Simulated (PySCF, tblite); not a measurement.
# C7H12N radical: geometry, infrared bands and EPR parameters

Aim: predict the infrared bands and EPR parameters of C7H12N radical (`C/C=[C]\[C@@H]1CCN1C`).

Programs: tblite 0.8.0 and PySCF 2.14.0, with density-fitted response routines of our own. Each step states its level of theory. These are calculated values for one molecule in the gas phase, unless marked as measured. Atoms are numbered from 0 throughout.

## (1) Starting geometry

20 atoms, charge 0, multiplicity 2; geometry from: force field or distance geometry start.

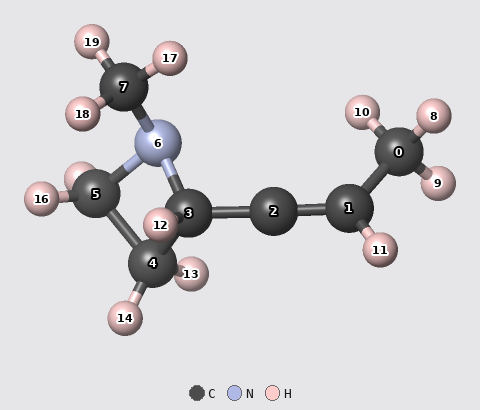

The starting geometry (carbon dark grey, nitrogen light blue, hydrogen pink), atoms numbered; sticks join atoms by distance.

## (2) Geometry optimisation with GFN2-xTB

Job settings and geometry (Å):

```
{"job": {"kind": "relax", "xc": "GFN2-xTB", "basis": "xTB"}, "charge": 0, "multiplicity": 2}
C      3.119700     0.471000    -0.365600
C      2.301400    -0.701100     0.058600
C      1.014600    -0.733600     0.129700
C     -0.438300    -0.728600     0.177600
C     -1.170500    -1.105300    -1.119100
C     -2.101100     0.074500    -0.776900
N     -0.968400     0.647300     0.002600
C     -1.436300     1.186100     1.280900
H      3.788800     0.780100     0.442000
H      3.713100     0.211400    -1.232900
H      2.474200     1.324400    -0.631100
H      2.851700    -1.601900     0.352500
H     -0.839800    -1.281100     1.063100
H     -0.588000    -0.954800    -2.050300
H     -1.645700    -2.080000    -1.153600
H     -2.419900     0.685800    -1.611700
H     -2.980100    -0.217800    -0.193500
H     -0.591800     1.426100     1.918000
H     -2.093800     0.498600     1.838000
H     -1.995200     2.109600     1.109400
```

Command:

```console
> OMP_NUM_THREADS=1 python probes_run.py task.json out
```

The driver reads the jobs from task.json and runs them one after another.

What it wrote:

```text
step      E/eV     max force
  0    -649.80135    2.810
  1    -649.96528    1.124
  2    -650.00912    0.760
  3    -650.02788    0.860
  4    -650.04138    0.358
  5    -650.05197    0.286
  6    -650.06110    0.312
  7    -650.06824    0.220
  8    -650.07322    0.181
  9    -650.07690    0.167
 10    -650.07935    0.133
 11    -650.08088    0.100
 12    -650.08188    0.077
 13    -650.08278    0.080
 14    -650.08377    0.093
 15    -650.08489    0.097
 16    -650.08619    0.097
 17    -650.08780    0.091
 18    -650.08971    0.126
 19    -650.09172    0.112
 20    -650.09367    0.122
 21    -650.09581    0.139
 22    -650.09865    0.138
 23    -650.10229    0.177
 24    -650.10583    0.140
 25    -650.10866    0.131
 26    -650.11121    0.113
 27    -650.11416    0.159
 28    -650.11801    0.181
 29    -650.12258    0.161
 30    -650.12730    0.163
 31    -650.13188    0.149
 32    -650.13663    0.165
 33    -650.14180    0.161
 34    -650.14645    0.226
 35    -650.14840    0.247
 36    -650.15248    0.102
 37    -650.15475    0.092
 38    -650.15949    0.129
 39    -650.16355    0.197
 40    -650.16812    0.188
 41    -650.17117    0.120
 42    -650.17379    0.118
 43    -650.17575    0.126
 44    -650.17859    0.143
 45    -650.18155    0.155
 46    -650.18428    0.158
 47    -650.18622    0.096
 48    -650.18790    0.115
 49    -650.18966    0.099
 50    -650.19293    0.139
 51    -650.19505    0.132
 52    -650.19752    0.130
 53    -650.19970    0.112
 54    -650.20232    0.109
 55    -650.20492    0.109
 56    -650.20709    0.087
 57    -650.20873    0.090
 58    -650.21028    0.091
 59    -650.21207    0.094
 60    -650.21380    0.087
 61    -650.21488    0.058
 62    -650.21537    0.045
 63    -650.21565    0.051
 64    -650.21590    0.041
 65    -650.21616    0.028
 66    -650.21632    0.029
 67    -650.21643    0.030
 68    -650.21657    0.031
 69    -650.21673    0.028
 70    -650.21691    0.034
 71    -650.21708    0.040
 72    -650.21725    0.041
 73    -650.21747    0.041
 74    -650.21779    0.044
 75    -650.21819    0.047
 76    -650.21858    0.041
 77    -650.21885    0.037
 78    -650.21905    0.031
 79    -650.21921    0.025
 80    -650.21936    0.029
 81    -650.21947    0.023
 82    -650.21956    0.024
 83    -650.21966    0.024
 84    -650.21979    0.029
 85    -650.21997    0.038
 86    -650.22015    0.031
 87    -650.22029    0.021
 88    -650.22038    0.022
 89    -650.22044    0.022
 90    -650.22050    0.020
 91    -650.22057    0.015
 92    -650.22064    0.017
 93    -650.22069    0.013
 94    -650.22072    0.013
 95    -650.22074    0.012
 96    -650.22076    0.009
```

It took 0.62 s on 1 thread of Arm Neoverse V1, shared host.

The steps of the relaxation: (not every step is listed)

| step | energy from step 0 (eV) | largest force (eV/Å) |
| --- | --- | --- |
| 0 | 0.0000 | 2.8096 |
| 1 | -0.1639 | 1.1244 |
| 2 | -0.2078 | 0.7604 |
| 3 | -0.2265 | 0.8599 |
| 4 | -0.2400 | 0.3582 |
| 5 | -0.2506 | 0.2858 |
| 6 | -0.2598 | 0.3117 |
| 7 | -0.2669 | 0.2200 |
| 8 | -0.2719 | 0.1811 |
| 16 | -0.2848 | 0.0969 |
| 24 | -0.3045 | 0.1399 |
| 32 | -0.3353 | 0.1654 |
| 40 | -0.3668 | 0.1879 |
| 48 | -0.3866 | 0.1148 |
| 56 | -0.4057 | 0.0866 |
| 64 | -0.4146 | 0.0407 |
| 72 | -0.4159 | 0.0411 |
| 80 | -0.4180 | 0.0295 |
| 88 | -0.4190 | 0.0215 |
| 91 | -0.4192 | 0.0148 |
| 92 | -0.4193 | 0.0170 |
| 93 | -0.4193 | 0.0133 |
| 94 | -0.4194 | 0.0126 |
| 95 | -0.4194 | 0.0118 |
| 96 | -0.4194 | 0.0094 |

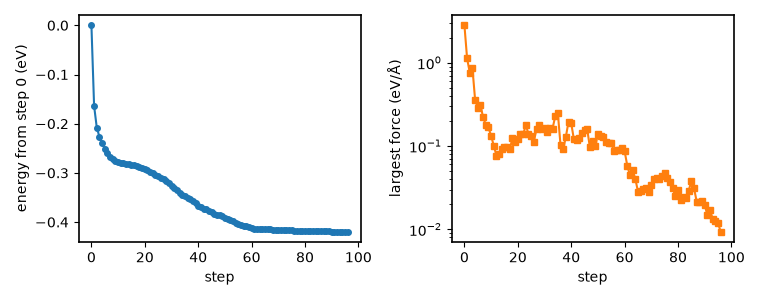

Energy and force, step by step.

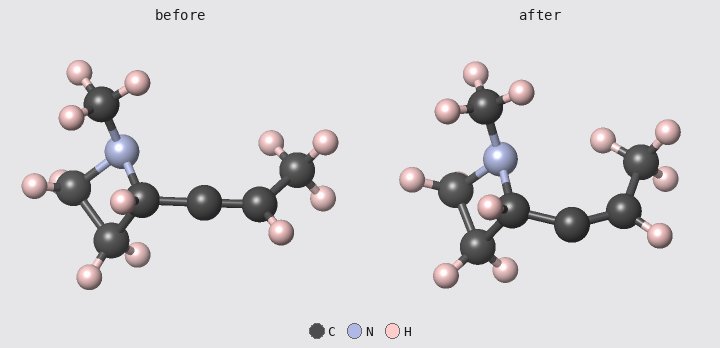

Before and after, at one scale.

Close pairs (by a distance rule), those that changed most:

| bond | before (Å) | after (Å) | change (Å) |
| --- | --- | --- | --- |
| N6–C7 | 1.464 | 1.435 | -0.029 |
| C5–N6 | 1.490 | 1.461 | -0.028 |
| C0–C1 | 1.491 | 1.516 | +0.025 |
| C4–H13 | 1.109 | 1.087 | -0.022 |
| C0–H10 | 1.102 | 1.085 | -0.017 |
| C3–H12 | 1.118 | 1.102 | -0.016 |
| C3–N6 | 1.485 | 1.497 | +0.012 |
| C4–C5 | 1.541 | 1.530 | -0.011 |

The final coordinates are the input of the step that follows.

## (3) Vibrational analysis with GFN2-xTB

Job settings and geometry (Å):

```
{"job": {"kind": "ir", "xc": "GFN2-xTB", "basis": "xTB"}, "charge": 0, "multiplicity": 2}
C      2.535306     0.649740    -0.240811
C      2.201198    -0.807055     0.011763
C      1.013852    -1.294671     0.180875
C     -0.392986    -0.971321     0.212426
C     -1.217923    -1.258188    -1.060098
C     -1.788562     0.152253    -0.898731
N     -0.732399     0.478334     0.057271
C     -1.088504     1.204663     1.242527
H      3.166683     1.023767     0.563952
H      3.082056     0.738729    -1.178154
H      1.621815     1.233589    -0.293017
H      3.068894    -1.458290     0.050889
H     -0.866865    -1.399567     1.110281
H     -0.590909    -1.368213    -1.940632
H     -1.924474    -2.081483    -0.999058
H     -1.778133     0.795618    -1.780615
H     -2.794153     0.155986    -0.457560
H     -0.224923     1.239499     1.906403
H     -1.935285     0.753961     1.788027
H     -1.359838     2.223325     0.961835
```

What it wrote:

```text
mode    cm-1     km/mol
  1      39.6      1.82
  2      95.1      1.95
  3     103.7      0.23
  4     163.2      0.32
  5     194.1      0.33
  6     209.5      0.92
  7     259.3      2.50
  8     317.9      0.97
  9     396.1      2.09
 10     482.6      1.37
 11     598.0      6.42
 12     635.0     10.20
 13     754.0      9.53
 14     800.1      7.97
 15     832.9      2.23
 16     911.7     14.97
 17     962.2     24.87
 18     980.2     14.54
 19    1002.9      1.77
 20    1034.0      1.49
 21    1039.6      2.25
 22    1054.3      3.22
 23    1068.5      7.24
 24    1104.4      3.40
 25    1119.0      4.39
 26    1171.5      0.64
 27    1186.8      6.45
 28    1198.7      0.80
 29    1216.9      2.27
 30    1249.5      7.22
 31    1255.3     10.53
 32    1270.3      9.30
 33    1298.1      9.10
 34    1362.4      1.57
 35    1406.6      1.64
 36    1462.1      0.70
 37    1471.1      2.38
 38    1474.4      1.68
 39    1482.7      9.53
 40    1487.5      1.21
 41    1490.3      3.38
 42    1811.1     20.86
 43    2816.5     28.64
 44    2825.1    139.34
 45    2874.7     89.23
 46    2961.2     54.98
 47    2982.4     33.89
 48    2993.0     42.00
 49    3003.1     29.92
 50    3010.4     34.95
 51    3012.2     29.66
 52    3022.2     53.31
 53    3033.5     29.39
 54    3067.8     10.41
```

Wall time 0.67 s (1 thread of Arm Neoverse V1, shared host).

Which atoms move in the most intense modes:

| cm⁻¹ | km/mol | atoms |
| --- | --- | --- |
| 2825 | 139.3 | H18 82 %, H12 11 % |
| 2875 | 89.2 | H16 90 % |
| 2961 | 55.0 | H15 91 % |
| 2982 | 33.9 | H11 92 % |
| 2993 | 42.0 | H19 93 % |
| 3003 | 29.9 | H8 71 %, H9 21 % |
| 3010 | 35.0 | H17 90 % |
| 3022 | 53.3 | H14 91 % |

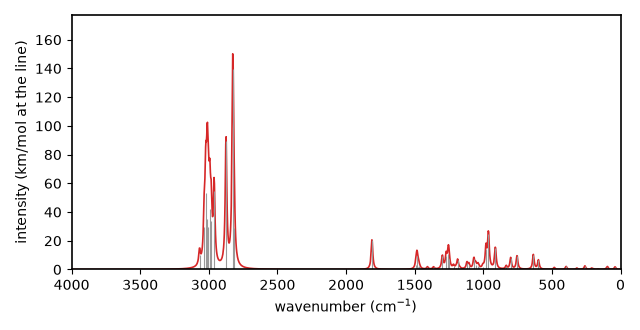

The infrared spectrum from these modes, unscaled. Lines are broadened to a width of 14 cm⁻¹ (Lorentzian).

## (4) g tensor and hyperfine couplings: B3LYP/pcH-1

The job, as its differences from that of step 3:

```diff
@@ -1,2 +1,2 @@
-{"job": {"kind": "ir", "xc": "GFN2-xTB", "basis": "xTB"}, "charge": 0, "multiplicity": 2}
+{"job": {"kind": "epr", "basis": "pcH-1"}, "charge": 0, "multiplicity": 2}
 C      2.535306     0.649740    -0.240811
```

Level: UKS B3LYP, pcH-1 on C H N, non-relativistic, mean-field spin-orbit, GIAO.

What it wrote:

```text
UKS, coarse grid
  cycle   1  E = -328.55180872  |g| = 3.32e-01
  cycle   2  E = -328.53890492  |g| = 3.80e-01
  cycle   3  E = -328.61046465  |g| = 7.52e-02
  cycle   4  E = -328.61225613  |g| = 4.17e-02
  cycle   5  E = -328.61309381  |g| = 8.39e-03
  cycle   6  E = -328.61313573  |g| = 5.57e-03
  cycle   7  E = -328.61315723  |g| = 1.88e-03
  cycle   8  E = -328.61316585  |g| = 9.50e-04
UKS, final grid
  cycle   1  E = -328.61312218  |g| = 1.09e-03
  cycle   2  E = -328.61312201  |g| = 1.56e-03
  cycle   3  E = -328.61312320  |g| = 2.66e-04
  cycle   4  E = -328.61312330  |g| = 2.24e-04
  cycle   5  E = -328.61312341  |g| = 5.71e-05
  cycle   6  E = -328.61312341  |g| = 1.77e-05
E = -328.61312341 Eh   <S^2> = 0.7581 (exact 0.7500)
g shifts (ppm)      1          2          3
  rmc          -164       -164       -164
  gc             44         10         14
  oz_so        -529          6        675
  total        -650       -148        524
hyperfine (MHz)  atom isotope    a_iso     a_fc   dipolar eigenvalues
    0   13C      73.95      73.95     -7.89     -7.04     14.93
    1   13C     -16.28     -16.28    -17.43      2.25     15.17
    2   13C     238.68     238.68    -80.54    -61.21    141.75
    3   13C      26.32      26.32     -5.17     -2.93      8.10
    4   13C      11.67      11.67     -1.42     -0.73      2.15
    5   13C      -1.21      -1.21     -1.22     -0.63      1.85
    6   14N      36.89      36.89     -3.64     -3.52      7.16
    7   13C      -1.07      -1.07     -0.97     -0.80      1.76
    8    1H      -7.02      -7.02     -4.00     -1.57      5.57
    9    1H      -8.55      -8.55     -4.01     -1.71      5.72
   10    1H      -6.02      -6.02     -5.87     -0.66      6.53
   11    1H     116.57     116.57     -6.40     -5.07     11.47
   12    1H      23.62      23.62     -7.33     -4.56     11.89
   13    1H      -1.23      -1.23     -3.60     -2.69      6.29
   14    1H      -1.23      -1.23     -2.34     -1.68      4.02
   15    1H       0.43       0.43     -1.27     -1.17      2.44
   16    1H       1.88       1.88     -1.29     -1.05      2.34
   17    1H       2.43       2.43     -2.17     -1.49      3.66
   18    1H      -0.06      -0.06     -1.52     -1.01      2.53
   19    1H       4.67       4.67     -1.31     -0.87      2.18
```

It took 98 s on 1 thread of Arm Neoverse V1, shared host; peak memory 1.2 GiB.

Principal g values 2.00167, 2.00217, 2.00284; g(iso) = 2.00223, against 2.00232 for a free electron.

Hyperfine couplings; where a row names several nuclei, a(iso) is their mean (it holds for fast rotation or exchange) and the dipolar term the largest among them:

| nuclei | isotope | a(iso) (MHz) | a(iso) (G, at g = 2.0023) | largest dipolar term (MHz) |
| --- | --- | --- | --- | --- |
| C2 | 13C | 238.7 | 85.2 | 141.8 |
| H11 | 1H | 116.6 | 41.6 | 11.5 |
| C0 | 13C | 73.9 | 26.4 | 14.9 |
| N6 | 14N | 36.9 | 13.2 | 7.2 |
| C3 | 13C | 26.3 | 9.4 | 8.1 |
| H12 | 1H | 23.6 | 8.4 | 11.9 |
| C1 | 13C | -16.3 | -5.8 | -17.4 |
| C4 | 13C | 11.7 | 4.2 | 2.1 |
| H8, H9, H10 | 1H | -7.2 | -2.6 | 6.5 |
| H17, H18, H19 | 1H | 2.3 | 0.8 | 3.7 |
| H16 | 1H | 1.9 | 0.7 | 2.3 |
| H14 | 1H | -1.2 | -0.4 | 4.0 |
| H13 | 1H | -1.2 | -0.4 | 6.3 |
| C5 | 13C | -1.2 | -0.4 | 1.8 |

Mulliken spin populations:

C0 0.08; C1 -0.15; C2 0.99; C3 -0.04; C4 0.01; C5 0.01; N6 0.06; C7 0.00; H8 0.00; H9 0.00; H10 -0.01; H11 0.05; H12 0.01; H13 0.00; H14 0.00; H15 0.00; H16 0.00; H17 0.00; H18 0.00; H19 0.00

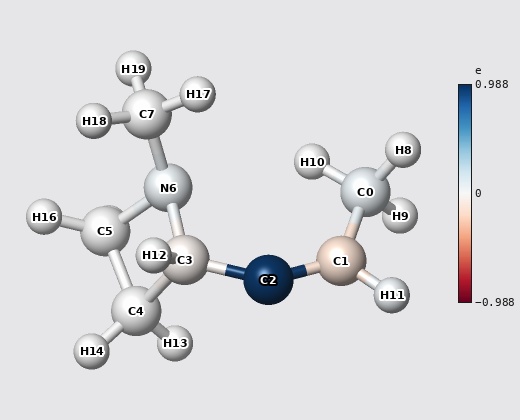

Mulliken spin populations, as colours on the atoms.

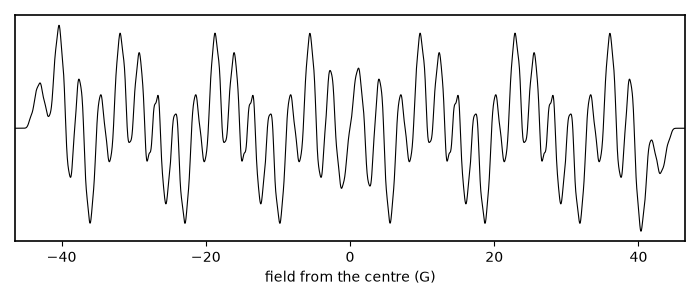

First-order isotropic spectrum (first derivative, main isotopes with spin only, couplings over 0.8 MHz, Gaussian width 0.3 G; couplings of the frozen geometry, rotation of groups not averaged beyond the rows shown).

The fields below are evaluated on a grid from the run's orbitals.

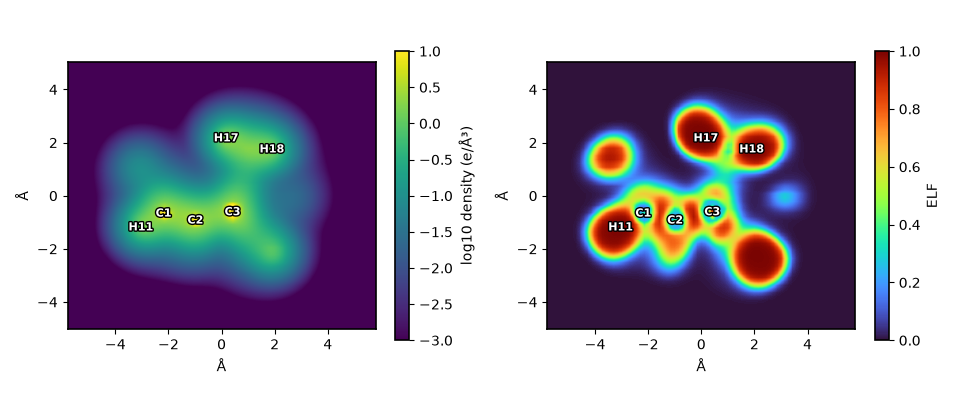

Density (left) and ELF (right) in a plane through or near 6 of the atoms.

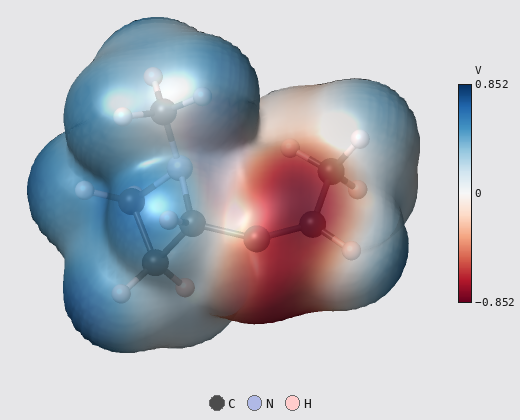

Electrostatic potential on the surface of density 0.002 e/bohr³; red is low, blue high. It runs from -0.85 to 0.65 V.

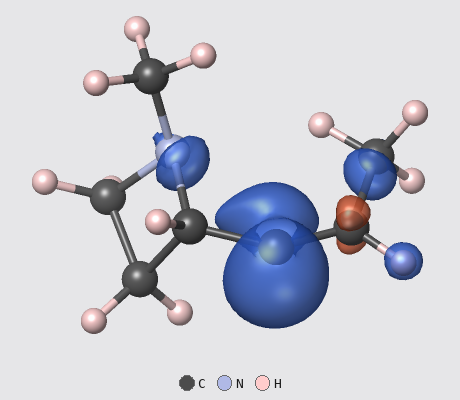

Spin density at ±0.05 e/Å³ (alpha excess blue, beta excess red).

## (5) Outcome

| quantity | value |
| --- | --- |
| strongest single infrared mode (GFN2-xTB) | 2825 cm⁻¹, 139 km/mol |
| zero-point energy (GFN2-xTB) | 107.3 kcal/mol |
| g(iso) (B3LYP) | 2.00223 |
| ⟨S²⟩ | 0.758 (exact 0.75) |
| largest a(iso) (averaged by class) | 13C on C2, 238.7 MHz |
| surface potential, least and greatest | -0.85 V and 0.65 V |

Over 96 steps the energy fell by 0.419 eV; of the close pairs, N6–C7 changed most, 1.464 to 1.435 Å. All 54 modes are real, so the xTB geometry is a minimum. The strongest single mode, at 2825 cm⁻¹, moves mainly H18. Unscaled tight-binding wavenumbers are off by several per cent, some by more. Its intensities can rank the bands wrongly. Most of the unpaired spin sits on C2 (0.99 e). The isotropic g lies 0.1 ppt below the free-electron value.
